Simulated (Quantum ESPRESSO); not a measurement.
# CdS (Hawleyite): modes at Γ and the response to a field

Which modes does CdS (Hawleyite) have at the zone centre?

Program: Quantum ESPRESSO 7.5. Level of theory: DFT LDA, scalar-relativistic, plane waves, GBRV ultrasoft pseudopotentials. Results are calculated unless marked as measured.

## 1. Set-up

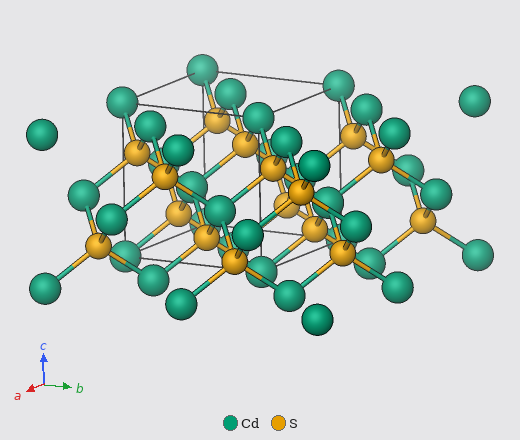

The cell as given, slightly off an axis (cadmium teal, sulfur orange). 2×2×1 cells are drawn. This picture shows the conventional cell, with its axes. Bonds to atoms that aren't drawn are left out. Some periodic images of atoms are drawn too.

Structure file:

```
CELL_PARAMETERS angstrom
-2.91650 0.00000 2.91650
0.00000 2.91650 2.91650
-2.91650 2.91650 0.00000
ATOMIC_POSITIONS crystal
Cd 0.00000 0.00000 0.00000
S 0.25000 0.25000 0.25000
```

## 2. A first look

A cheap run with smearing and empty bands tells whether the crystal has a gap, which decides between fixed occupations and smearing later on.

Input file probe.in:

```
&CONTROL
  calculation = 'scf'
  prefix      = 'x'
  outdir      = './tmp'
  pseudo_dir  = './pseudo'
  tprnfor     = .true.
  tstress     = .true.
  verbosity   = 'high'
/
&SYSTEM
  ibrav       = 2
  celldm(1)   = 11.02277248
  nat         = 2
  ntyp        = 2
  ecutwfc     = 50.0
  ecutrho     = 400.0
  occupations = 'smearing'
  smearing    = 'gaussian'
  degauss     = 0.01
/
&ELECTRONS
  conv_thr         = 1.0d-07
  mixing_beta      = 0.7
  electron_maxstep = 100
/
ATOMIC_SPECIES
 Cd    112.4140  Cd.upf
 S      32.0600  S.upf
ATOMIC_POSITIONS crystal
 Cd     0.000000000   0.000000000   0.000000000
 S      0.250000000   0.250000000   0.250000000
K_POINTS automatic
 6 6 6 0 0 0
```

Run with:

```bash
OMP_NUM_THREADS=1 mpirun -n 4 pw.x -nk 4 -in probe.in > probe.out
```

Log:

```text
[banners, grids, parts of the stress and lines that vanish by symmetry left out]
Program PWSCF v.7.5
     bravais-lattice index     =            2
     lattice parameter (alat)  =      11.0228  a.u.
[...]
kinetic-energy cutoff     =      50.0000  Ry
     charge density cutoff     =     400.0000  Ry
     scf convergence threshold =      1.0E-07
[...]
Exchange-correlation=  SLA  PZ   NOGX NOGC
                           (   1   1   0   0   0   0   0)
[...]
24 Sym. Ops. (no inversion) found
[...]
(     0          1          0      )
                  (     0          0          1      )
[...]
(  0.0000000  1.0000000  0.0000000 )
                  (  0.0000000  0.0000000  1.0000000 )
[...]
(     1          0         -1      )
                  (     0          0         -1      )
[...]
(  0.0000000  1.0000000  0.0000000 )
[...]
(    -1          0          1      )
                  (    -1          0          0      )
[...]
(  0.0000000  0.0000000  1.0000000 )
                  (  0.0000000 -1.0000000  0.0000000 )
[...]
number of k points=    16  Gaussian smearing, width (Ry)=  0.0100
[...]
End of self-consistent calculation
[...]
the Fermi energy is     5.7777 ev
!    total energy              =    -138.69755146 Ry
[...]
convergence has been achieved in   7 iterations
[...]
atom    1 type  1   force =     0.00000000    0.00000000    0.00000000
     atom    2 type  2   force =     0.00000000   -0.00000000    0.00000000
[...]
Total force =     0.000000     Total SCF correction =     0.000000
[...]
total   stress  (Ry/bohr**3)                   (kbar)     P=      -24.64
[...]
XML data file, charge density, pseudopotentials, collected wavefunctions

   JOB DONE.
```

Elapsed: 3.7 s, on 4 MPI ranks of Arm Neoverse V2, shared host.

Read from the output:

* volume per atom: 24.81 Å³
* pressure: -2.464 GPa
* gap on the k-mesh: 0.8287 eV

A gap of 0.83 eV opens on this mesh, so the crystal is taken as an insulator; the start stands at -2.5 GPa.

## 3. Relaxing the cell and atoms

The relaxation runs at a cutoff a fifth above that of the response, since stress converges more slowly with the basis than frequencies do. Forces and stress are brought to rest with tight thresholds.

Input file relax.in:

```
&CONTROL
  calculation   = 'vc-relax'
  prefix        = 'x'
  outdir        = './tmp'
  pseudo_dir    = './pseudo'
  tprnfor       = .true.
  tstress       = .true.
  forc_conv_thr = 2.0d-05
  etot_conv_thr = 1.0d-07
  nstep         = 40
/
&SYSTEM
  ibrav       = 2
  celldm(1)   = 11.02277248
  nat         = 2
  ntyp        = 2
  ecutwfc     = 60
  ecutrho     = 480.0
  occupations = 'fixed'
  nbnd        = 11
/
&ELECTRONS
  conv_thr         = 1.0d-11
  mixing_beta      = 0.7
  electron_maxstep = 100
/
&IONS
/
&CELL
  press_conv_thr = 0.2
/
ATOMIC_SPECIES
 Cd    112.4140  Cd.upf
 S      32.0600  S.upf
ATOMIC_POSITIONS crystal
 Cd     0.000000000   0.000000000   0.000000000
 S      0.250000000   0.250000000   0.250000000
K_POINTS automatic
 8 8 8 0 0 0
```

Run with:

```bash
OMP_NUM_THREADS=1 mpirun -n 4 pw.x -nk 4 -in relax.in > relax.out
```

Log:

```text
[banners, grids, parts of the stress and lines that vanish by symmetry left out]
[banner, memory and clock lines left out]
Program PWSCF v.7.5

[...]
kinetic-energy cutoff     =      60.0000  Ry
     charge density cutoff     =     480.0000  Ry
     scf convergence threshold =      1.0E-11
[...]
energy convergence thresh.=      1.0E-07
     force convergence thresh. =      2.0E-05
     press convergence thresh. =      2.0E-01
     Exchange-correlation=  SLA  PZ   NOGX NOGC
                           (   1   1   0   0   0   0   0)
[...]
24 Sym. Ops. (no inversion) found
[...]
number of k points=    29
[...]
c_bands:  2 eigenvalues not converged
[...]
End of self-consistent calculation
[...]
highest occupied, lowest unoccupied level (ev):     5.3479    6.1799
!    total energy              =    -138.70184968 Ry
[...]
convergence has been achieved in  10 iterations
[...]
atom    1 type  1   force =     0.00000000    0.00000000    0.00000000
     atom    2 type  2   force =     0.00000000    0.00000000    0.00000000
     Total force =     0.000000     Total SCF correction =     0.000000
[...]
total   stress  (Ry/bohr**3)                   (kbar)     P=      -27.88
[...]
number of bfgs steps    =   0
[...]
CELL_PARAMETERS (alat= 11.02277248)
[...]
ATOMIC_POSITIONS (crystal)
Cd               0.0000000000        0.0000000000        0.0000000000
S                0.2500000000        0.2500000000        0.2500000000
[...]
New effective cutoffs (rho, wfc):  484.16   60.56
[...]
End of self-consistent calculation
[...]
highest occupied, lowest unoccupied level (ev):     5.5344    6.3956
!    total energy              =    -138.70260394 Ry
[...]
convergence has been achieved in   7 iterations
[...]
atom    1 type  1   force =    -0.00000000    0.00000000   -0.00000000
     atom    2 type  2   force =     0.00000000   -0.00000000    0.00000000
     Total force =     0.000000     Total SCF correction =     0.000000
[...]
total   stress  (Ry/bohr**3)                   (kbar)     P=      -19.14
[...]
number of bfgs steps    =   1
[...]
CELL_PARAMETERS (alat= 11.02277248)
[...]
ATOMIC_POSITIONS (crystal)
Cd              -0.0000000000       -0.0000000000        0.0000000000
S                0.2500000000        0.2500000000        0.2500000000
[...]
New effective cutoffs (rho, wfc):  491.15   61.44
[...]
End of self-consistent calculation
[...]
highest occupied, lowest unoccupied level (ev):     5.8223    6.7270
!    total energy              =    -138.70317661 Ry
[...]
convergence has been achieved in  10 iterations
[...]
atom    1 type  1   force =     0.00000000    0.00000000   -0.00000000
     atom    2 type  2   force =     0.00000000   -0.00000000   -0.00000000
     Total force =     0.000000     Total SCF correction =     0.000000
[...]
total   stress  (Ry/bohr**3)                   (kbar)     P=       -4.71
[...]
number of bfgs steps    =   2
[...]
CELL_PARAMETERS (alat= 11.02277248)
[...]
ATOMIC_POSITIONS (crystal)
[...]
New effective cutoffs (rho, wfc):  493.43   61.72
[...]
End of self-consistent calculation
[...]
highest occupied, lowest unoccupied level (ev):     5.9167    6.8352
!    total energy              =    -138.70321065 Ry
[...]
convergence has been achieved in   8 iterations
[...]
atom    1 type  1   force =     0.00000000   -0.00000000    0.00000000
     atom    2 type  2   force =    -0.00000000   -0.00000000   -0.00000000
     Total force =     0.000000     Total SCF correction =     0.000000
[...]
total   stress  (Ry/bohr**3)                   (kbar)     P=        0.26
[...]
number of bfgs steps    =   3
[...]
CELL_PARAMETERS (alat= 11.02277248)
[...]
ATOMIC_POSITIONS (crystal)
[...]
New effective cutoffs (rho, wfc):  493.31   61.71
[...]
End of self-consistent calculation
[...]
highest occupied, lowest unoccupied level (ev):     5.9118    6.8296
!    total energy              =    -138.70321074 Ry
[...]
convergence has been achieved in   5 iterations
[...]
atom    1 type  1   force =    -0.00000000    0.00000000   -0.00000000
     atom    2 type  2   force =     0.00000000   -0.00000000    0.00000000
     Total force =     0.000000     Total SCF correction =     0.000000
[...]
total   stress  (Ry/bohr**3)                   (kbar)     P=       -0.00
[...]
bfgs converged in   5 scf cycles and   4 bfgs steps
[...]
End of BFGS Geometry Optimization
     Final enthalpy           =    -138.7032107445 Ry
     File ./tmp/x.bfgs deleted, as requested
[...]
CELL_PARAMETERS (alat= 11.02277248)
[...]
ATOMIC_POSITIONS (crystal)
Cd              -0.0000000000       -0.0000000000        0.0000000000
S                0.2500000000        0.2500000000        0.2500000000
[...]
Final scf calculation at the relaxed structure.
[...]
kinetic-energy cutoff     =      60.0000  Ry
     charge density cutoff     =     480.0000  Ry
     scf convergence threshold =      1.0E-13
[...]
press convergence thresh. =      2.0E-01
     Exchange-correlation=  SLA  PZ   NOGX NOGC
                           (   1   1   0   0   0   0   0)
[...]
24 Sym. Ops. (no inversion) found
[...]
number of k points=    29
[...]
c_bands:  1 eigenvalues not converged
     c_bands:  1 eigenvalues not converged
     c_bands:  1 eigenvalues not converged
[...]
End of self-consistent calculation
[...]
highest occupied, lowest unoccupied level (ev):     5.9119    6.8296
!    total energy              =    -138.70260555 Ry
[...]
convergence has been achieved in  22 iterations
[...]
atom    1 type  1   force =     0.00000000    0.00000000    0.00000000
     atom    2 type  2   force =    -0.00000000   -0.00000000   -0.00000000
     Total force =     0.000000     Total SCF correction =     0.000000
[...]
total   stress  (Ry/bohr**3)                   (kbar)     P=       -1.00
[...]
XML data file, charge density, pseudopotentials, collected wavefunctions
```

Wall time 44 s (4 MPI ranks).

Relaxation path:

| step | energy less that of the first step (eV) | largest force (eV/Å) | pressure (GPa) | volume (Å³) |
| --- | --- | --- | --- | --- |
| 1 | 0.0000 | 0.0000 | -2.79 | 49.62 |
| 2 | -0.0103 | 0.0000 | -1.91 | 48.91 |
| 3 | -0.0181 | 0.0000 | -0.47 | 47.87 |
| 4 | -0.0185 | 0.0000 | 0.03 | 47.54 |
| 5 | -0.0185 | 0.0000 | 0.00 | 47.56 |
| 6 | -0.0103 | 0.0000 | -0.10 | 47.56 |

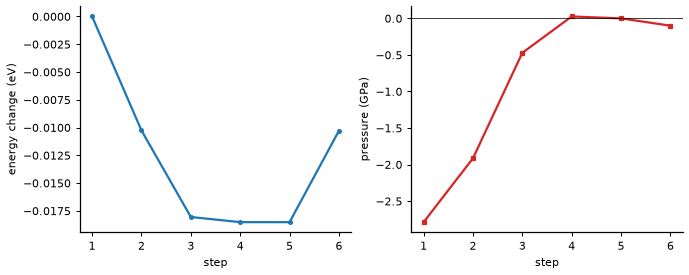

Energy and pressure along the relaxation.

| conventional cell, symmetrised | before | after | change |
| --- | --- | --- | --- |
| a (Å) | 5.833 | 5.751 | -1.4 % |
| b (Å) | 5.833 | 5.751 | -1.4 % |
| c (Å) | 5.833 | 5.751 | -1.4 % |
| volume (Å³/atom) | 24.81 | 23.78 | -4.1 % |

The relaxed structure:

```
CELL_PARAMETERS angstrom
-2.87565 0.00000 2.87565
0.00000 2.87565 2.87565
-2.87565 2.87565 0.00000
ATOMIC_POSITIONS crystal
Cd 0.00000 0.00000 0.00000
S 0.25000 0.25000 0.25000
```

The last row of the table of steps is pw.x's closing run on a basis chosen anew for the final cell, so its energy can jump.

Numbers from this step:

```yaml
volume_per_atom: 23.78 Å³
pressure: -0.1000 GPa
gap_on_the_k_mesh: 0.9177 eV
```

The volume changes by -4.1 % from the cell with which this run began.

## 4. Relaxation

A variable-cell run keeps the plane waves of its start, so its end shows a stress on a fresh basis; a second run from that cell removes it.

relax.in: that of step 3 with these lines changed.

```diff
@@ -13,3 +13,3 @@
   ibrav       = 2
-  celldm(1)   = 11.02277248
+  celldm(1)   = 10.86836319
   nat         = 2
```

Log:

```text
[banners, grids, parts of the stress and lines that vanish by symmetry left out]
[banner, memory and clock lines left out]
Program PWSCF v.7.5

[...]
kinetic-energy cutoff     =      60.0000  Ry
     charge density cutoff     =     480.0000  Ry
     scf convergence threshold =      1.0E-11
[...]
energy convergence thresh.=      1.0E-07
     force convergence thresh. =      2.0E-05
     press convergence thresh. =      2.0E-01
     Exchange-correlation=  SLA  PZ   NOGX NOGC
                           (   1   1   0   0   0   0   0)
[...]
24 Sym. Ops. (no inversion) found
[...]
number of k points=    29
[...]
End of self-consistent calculation
[...]
highest occupied, lowest unoccupied level (ev):     5.9118    6.8296
!    total energy              =    -138.70260555 Ry
[...]
convergence has been achieved in  11 iterations
[...]
atom    1 type  1   force =     0.00000000   -0.00000000    0.00000000
     atom    2 type  2   force =    -0.00000000   -0.00000000   -0.00000000
     Total force =     0.000000     Total SCF correction =     0.000000
[...]
total   stress  (Ry/bohr**3)                   (kbar)     P=       -1.01
[...]
number of bfgs steps    =   0
[...]
CELL_PARAMETERS (alat= 10.86836319)
[...]
ATOMIC_POSITIONS (crystal)
Cd               0.0000000000       -0.0000000000       -0.0000000000
S                0.2500000000        0.2500000000        0.2500000000
[...]
New effective cutoffs (rho, wfc):  479.77   60.01
[...]
End of self-consistent calculation
[...]
highest occupied, lowest unoccupied level (ev):     5.9189    6.8376
!    total energy              =    -138.70260646 Ry
[...]
convergence has been achieved in   4 iterations
[...]
atom    1 type  1   force =    -0.00000000    0.00000000    0.00000000
     atom    2 type  2   force =    -0.00000000   -0.00000000    0.00000000
     Total force =     0.000000     Total SCF correction =     0.000000
[...]
total   stress  (Ry/bohr**3)                   (kbar)     P=       -0.65
[...]
number of bfgs steps    =   1
[...]
CELL_PARAMETERS (alat= 10.86836319)
[...]
ATOMIC_POSITIONS (crystal)
Cd               0.0000000000        0.0000000000       -0.0000000000
S                0.2500000000        0.2500000000        0.2500000000
[...]
New effective cutoffs (rho, wfc):  480.02   60.04
[...]
End of self-consistent calculation
[...]
highest occupied, lowest unoccupied level (ev):     5.9295    6.8497
!    total energy              =    -138.70260705 Ry
[...]
convergence has been achieved in   7 iterations
[...]
atom    1 type  1   force =     0.00000000   -0.00000000    0.00000000
     atom    2 type  2   force =    -0.00000000   -0.00000000    0.00000000
     Total force =     0.000000     Total SCF correction =     0.000000
[...]
total   stress  (Ry/bohr**3)                   (kbar)     P=       -0.07
[...]
number of bfgs steps    =   2
[...]
CELL_PARAMETERS (alat= 10.86836319)
[...]
ATOMIC_POSITIONS (crystal)
Cd               0.0000000000        0.0000000000       -0.0000000000
S                0.2500000000        0.2500000000        0.2500000000
[...]
New effective cutoffs (rho, wfc):  480.05   60.05
[...]
End of self-consistent calculation
[...]
highest occupied, lowest unoccupied level (ev):     5.9308    6.8512
!    total energy              =    -138.70260706 Ry
[...]
convergence has been achieved in   5 iterations
[...]
atom    1 type  1   force =    -0.00000000   -0.00000000   -0.00000000
     atom    2 type  2   force =     0.00000000   -0.00000000   -0.00000000
     Total force =     0.000000     Total SCF correction =     0.000000
[...]
total   stress  (Ry/bohr**3)                   (kbar)     P=       -0.00
[...]
bfgs converged in   4 scf cycles and   3 bfgs steps
[...]
End of BFGS Geometry Optimization
     Final enthalpy           =    -138.7026070595 Ry
     File ./tmp/x.bfgs deleted, as requested
[...]
CELL_PARAMETERS (alat= 10.86836319)
[...]
ATOMIC_POSITIONS (crystal)
Cd               0.0000000000        0.0000000000       -0.0000000000
S                0.2500000000        0.2500000000        0.2500000000
[...]
Final scf calculation at the relaxed structure.
[...]
kinetic-energy cutoff     =      60.0000  Ry
     charge density cutoff     =     480.0000  Ry
     scf convergence threshold =      1.0E-13
[...]
press convergence thresh. =      2.0E-01
     Exchange-correlation=  SLA  PZ   NOGX NOGC
                           (   1   1   0   0   0   0   0)
[...]
24 Sym. Ops. (no inversion) found
[...]
number of k points=    29
[...]
c_bands:  1 eigenvalues not converged
     c_bands:  1 eigenvalues not converged
     c_bands:  1 eigenvalues not converged
[...]
c_bands:  5 eigenvalues not converged
[...]
End of self-consistent calculation
[...]
highest occupied, lowest unoccupied level (ev):     5.9308    6.8512
!    total energy              =    -138.70258552 Ry
[...]
convergence has been achieved in  19 iterations
[...]
atom    1 type  1   force =     0.00000000    0.00000000   -0.00000000
     atom    2 type  2   force =     0.00000000    0.00000000   -0.00000000
     Total force =     0.000000     Total SCF correction =     0.000000
[...]
total   stress  (Ry/bohr**3)                   (kbar)     P=       -0.03
[...]
XML data file, charge density, pseudopotentials, collected wavefunctions
```

It took 35 s on 4 MPI ranks; 2.3 min of CPU time.

Little changed from the start: no atom moved by 0.005 Å and no cell edge by 0.1 %.

The last row of the table of steps is pw.x's closing run on a basis chosen anew for the final cell, so its energy can jump.

This step gave:

* volume per atom: 23.75 Å³
* pressure: -0.003000 GPa
* gap on the k-mesh: 0.9204 eV

## 5. Ground state

The response is built on this ground state, so it is converged far tighter than an energy would need. With a gap, occupations are fixed, which also allows the response to an electric field.

Input file scf.in:

```
&CONTROL
  calculation = 'scf'
  prefix      = 'x'
  outdir      = './tmp'
  pseudo_dir  = './pseudo'
  tprnfor     = .true.
  tstress     = .true.
/
&SYSTEM
  ibrav       = 2
  celldm(1)   = 10.86335611
  nat         = 2
  ntyp        = 2
  ecutwfc     = 50.0
  ecutrho     = 400.0
  occupations = 'fixed'
  nbnd        = 11
/
&ELECTRONS
  conv_thr         = 1.0d-12
  mixing_beta      = 0.7
  electron_maxstep = 100
/
ATOMIC_SPECIES
 Cd    112.4140  Cd.upf
 S      32.0600  S.upf
ATOMIC_POSITIONS crystal
 Cd     0.000000000   0.000000000   0.000000000
 S      0.250000000   0.250000000   0.250000000
K_POINTS automatic
 8 8 8 0 0 0
```

Run with:

```bash
OMP_NUM_THREADS=1 mpirun -n 4 pw.x -nk 4 -in scf.in > scf.out
```

Log:

```text
[banners, grids, parts of the stress and lines that vanish by symmetry left out]
[banner, memory and clock lines left out]
Program PWSCF v.7.5

[...]
kinetic-energy cutoff     =      50.0000  Ry
     charge density cutoff     =     400.0000  Ry
     scf convergence threshold =      1.0E-12
[...]
Exchange-correlation=  SLA  PZ   NOGX NOGC
                           (   1   1   0   0   0   0   0)
[...]
24 Sym. Ops. (no inversion) found
[...]
number of k points=    29
[...]
c_bands:  1 eigenvalues not converged
[...]
End of self-consistent calculation
[...]
highest occupied, lowest unoccupied level (ev):     5.9312    6.8507
!    total energy              =    -138.69850011 Ry
[...]
convergence has been achieved in  13 iterations
[...]
atom    1 type  1   force =     0.00000000   -0.00000000    0.00000000
     atom    2 type  2   force =     0.00000000    0.00000000    0.00000000
     Total force =     0.000000     Total SCF correction =     0.000000
[...]
total   stress  (Ry/bohr**3)                   (kbar)     P=        2.93
[...]
XML data file, charge density, pseudopotentials, collected wavefunctions
```

Elapsed: 7.2 s, on 4 MPI ranks; 28 s of CPU time.

Numbers from this step:

| Property | Result |
| --- | --- |
| pressure | 0.2930 GPa |
| gap on the k-mesh | 0.9195 eV |

The cell stands at 0.29 GPa, close enough for stiff modes, while soft ones can move.

(Continued in part 2 of 2.)

[Host names and launcher messages were left out of these logs when they were recorded.]

[Logs are printed without paths, hosts, clocks, repeated set-up lines and the standing remarks that a program may print on its own settings, such as how far it seeks lower states.]

[Hosts, paths, dates, database ids (printed as entryN), source tags and the programs' standing remarks are cut or masked in the printed files.]
